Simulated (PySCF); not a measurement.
SMILES [Cl][Ge]([Cl])([Cl])[O][GeH3] (H₃Cl₃Ge₂O) at its B3LYP/def2-SVP optimised geometry (Å):

```
9

Ge    -2.2287    -1.0190     0.0000
O     -0.4181    -1.0190     0.0000
Ge     0.7830    -0.3756     1.0828
Cl     0.5197    -1.1712     3.0702
Cl     2.7121    -0.9298     0.3292
Cl     0.6329     1.7725     1.1893
H     -2.7104     0.4441     0.0000
H     -2.7121    -1.7725     1.2530
H     -2.5957    -1.7523    -1.2979
```

Level of theory: B3LYP/def2-TZVP in PySCF 2.14.0. Cells within 0.4 Å of a nucleus heavier than hydrogen are left out (blank, or x).

Map of the log10 of the electron density (e/bohr³), floored at −4 on the plane z = 1.5 Å:

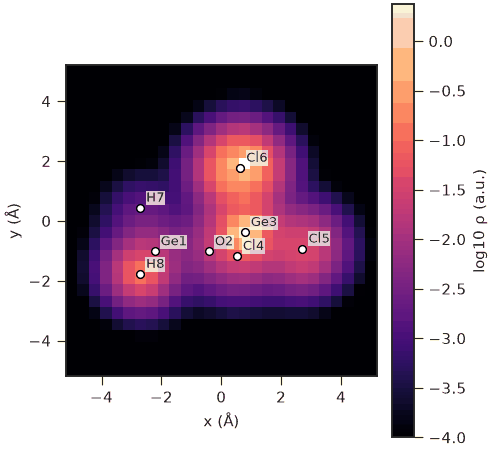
Figure. Log10 of the electron density (e/bohr³), floored at −4 on the plane z = 1.5 Å.
